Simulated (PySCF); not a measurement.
## A study: C3H3ClO, SMILES `O=C=CCCl`

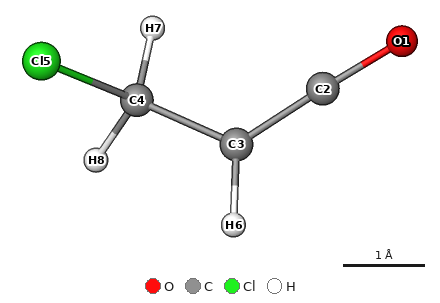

The molecule, with its atoms numbered as below. No frequency check shows the geometry to be a minimum.

Coordinates in Å:

```
O1      -2.6719    0.5666    0.1695
C2      -1.6963    0.0079   -0.1131
C3      -0.6360   -0.6767   -0.4168
C4       0.5726   -0.7615    0.4451
Cl5      1.8305    0.4366   -0.0759
H6      -0.5803   -1.1084   -1.4033
H7       0.3493   -0.5282    1.4840
H8       1.0467   -1.7373    0.3627
```

Part 1: Bonding charge

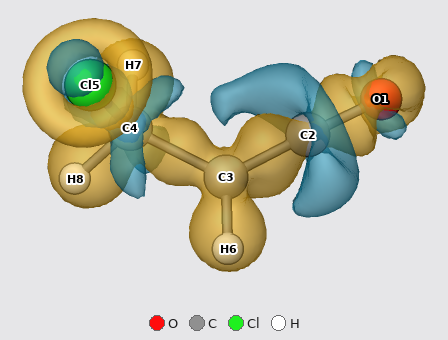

Deformation density (molecule less spherical, spin-averaged free atoms at the same positions), surfaces at ±0.08 e/Å³; yellow: gain, teal: loss.

PySCF calculation, B3LYP/6-311G**, gas phase; geometry: GFN2-xTB.

**How much density has each bond gained at its critical point, relative to the free atoms?**

C4–H8: +0.76 e/Å³ at the bond critical point (bond length 1.09 Å, Mayer order 0.9). C4–H7: +0.76 e/Å³ at the bond critical point (bond length 1.09 Å, Mayer order 0.9). O1–C2: +0.72 e/Å³ at the bond critical point (bond length 1.16 Å, Mayer order 2.2). C3–H6: +0.67 e/Å³ at the bond critical point (bond length 1.08 Å, Mayer order 0.9). C2–C3: +0.47 e/Å³ at the bond critical point (bond length 1.30 Å, Mayer order 1.6). C3–C4: +0.46 e/Å³ at the bond critical point (bond length 1.49 Å, Mayer order 1.0). C4–Cl5: +0.16 e/Å³ at the bond critical point (bond length 1.81 Å, Mayer order 1.0). In all, 1.9 electrons gather in the regions of gain relative to the promolecule.

Part 2: Bond critical points

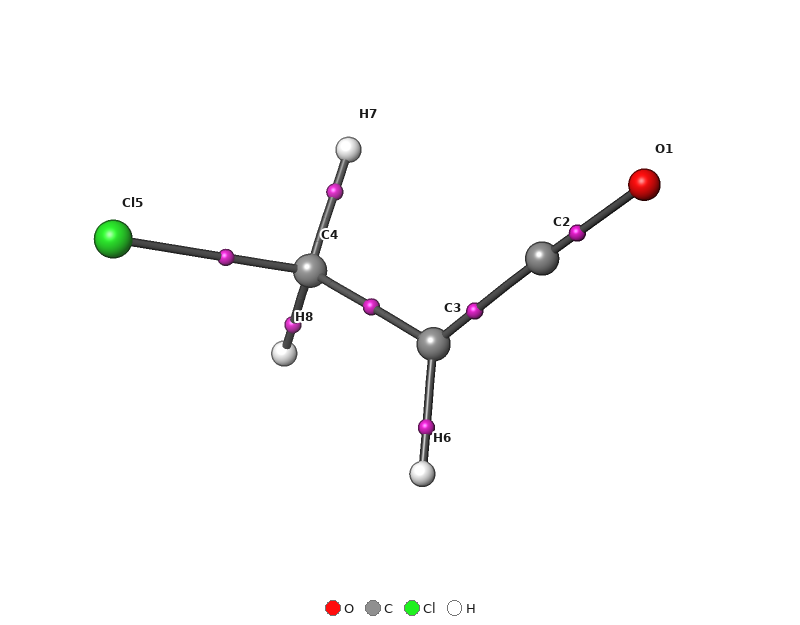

Molecular graph of the electron density (QTAIM): bond paths, bond critical points (magenta), ring points (cyan, if any); weak paths are dashed.

**How many critical points of each kind are there, and does the count close?**

8 nuclei, 7 bond, 0 ring and 0 cage critical points: 8 − 7 + 0 − 0 = 1, as the Poincaré–Hopf relation requires.

**Tabulate density, Laplacian, ellipticity and energy density at the bond critical points (atomic units).**

| bond | length (Å) | ρ (a.u.) | ∇²ρ (a.u.) | ε | H (a.u.) |
| --- | --- | --- | --- | --- | --- |
| O1–C2 | 1.159 | 0.457 | +0.21 | 0.01 | −0.800 |
| C2–C3 | 1.298 | 0.337 | −0.75 | 0.63 | −0.482 |
| C4–H7 | 1.088 | 0.286 | −0.99 | 0.02 | −0.284 |
| C4–H8 | 1.088 | 0.286 | −0.99 | 0.02 | −0.284 |
| C3–H6 | 1.078 | 0.276 | −0.92 | 0.06 | −0.275 |
| C3–C4 | 1.487 | 0.254 | −0.60 | 0.07 | −0.215 |
| C4–Cl5 | 1.814 | 0.170 | −0.18 | 0.03 | −0.105 |

**What kind of interaction is C3–H6?**

Shared-shell (covalent): ρ = 0.276, ∇²ρ = −0.92, H = −0.275 a.u.

Part 3: Local ionisation energy

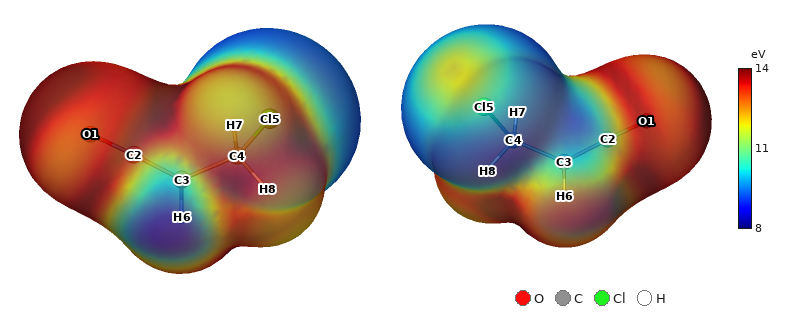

Average local ionisation energy on the surface of electron density 0.001 a.u. (back view left, front view right).

**Locate the minima of the map.**

The lowest value is 8.6 eV, over C3, off the plane of its three bonds (2.1 Å). Further minima include 9.1 eV, 2.2 Å from Cl5; 12.0 eV, 1.4 Å from H8. For comparison, the highest occupied orbital lies at −7.0 eV.

Part 4: Excited states

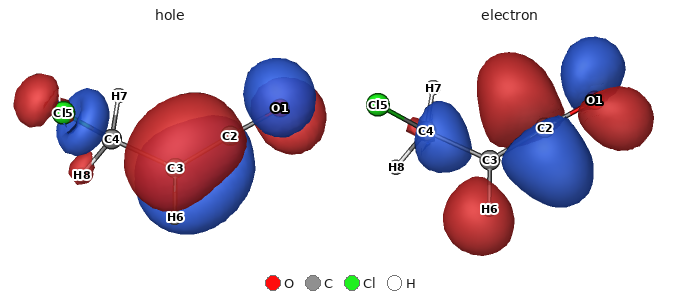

Leading natural transition orbital pair of S₁ (full linear response singlet states); the surfaces enclose about 85 % of each orbital's density.

Computed with PySCF, BHandHLYP/def2-SVPD, geometry: GFN2-xTB.

**Give its energy and the atoms that hole and electron lie on.**

3.82 eV (324 nm), f = 0.000 (very weak); the leading pair carries 100 %; hole on C3 (41 %), O1 (24 %) and C2 (19 %), electron on C2 (44 %), O1 (28 %) and C3 (12 %); their centroids lie 0.5 Å apart. In canonical orbitals it is mainly HOMO → LUMO (93 %). The HOMO–LUMO gap is 8.13 eV.

Part 5: Removing or adding an electron

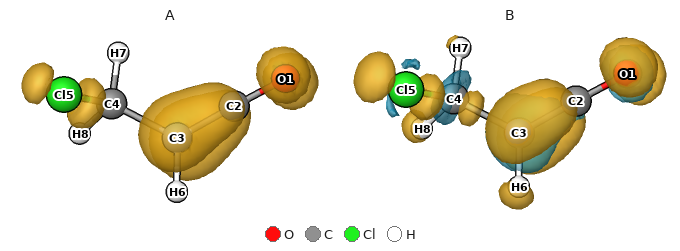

The Fukui function f⁻ from two separate SCF calculations and the density of the HOMO, at ±0.04 e/Å³ (yellow positive, teal negative).

Computed with PySCF, M06-2X/def2-SVPD, geometry: GFN2-xTB.

**Which panel is which, and how good is the frozen-orbital picture?**

B is f⁻ (it has negative regions), A the HOMO density. The HOMO lies on C3 (40 %), O1 (20 %) and C2 (19 %); f⁻ (Hirshfeld-condensed) is largest on C3 (0.25), O1 (0.22) and Cl5 (0.19); the vertical ionisation energy is 9.77 eV (the stability of the cation's solution wasn't checked). Relaxation shifts 20 % of the electron between atoms. The orbital energy is −8.54 eV.

Part 6: Localised orbitals

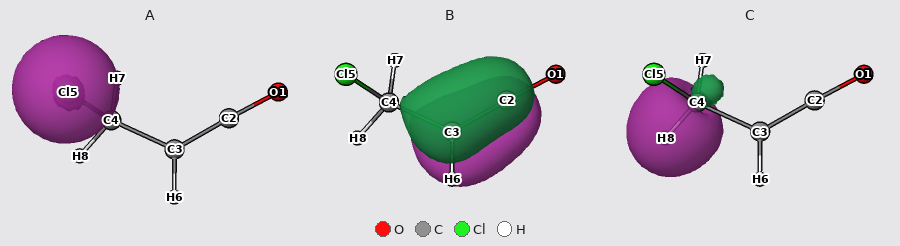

Pipek–Mezey orbitals, occupied; each surface holds about 80 % of the orbital's density. Energies are diagonal elements of the Fock matrix.

Level of theory: BLYP/def2-TZVP (PySCF), at a geometry from GFN2-xTB.

**Name the orbitals, with their atomic make-up and energies.**

By panel:
- A: lone pair on Cl5 (s-type) (Cl5 100 %; −17.1 eV)
- B: π bond C3–C2 (C3 60 %, C2 36 %; −7.7 eV)
- C: σ bond C4–H8 (C4 57 %, H8 42 %; −12.8 eV)

**How do all the valence pairs divide up?**

14 pairs: 7 σ bonds, 4 lone pairs, 2 two-centre π bonds and 1 strongly polarised pair.

The PySCF runs shown took 11 s, 12 min, 2.7 min and 23 s on 1 thread of Arm Neoverse V2, with other jobs on the host.
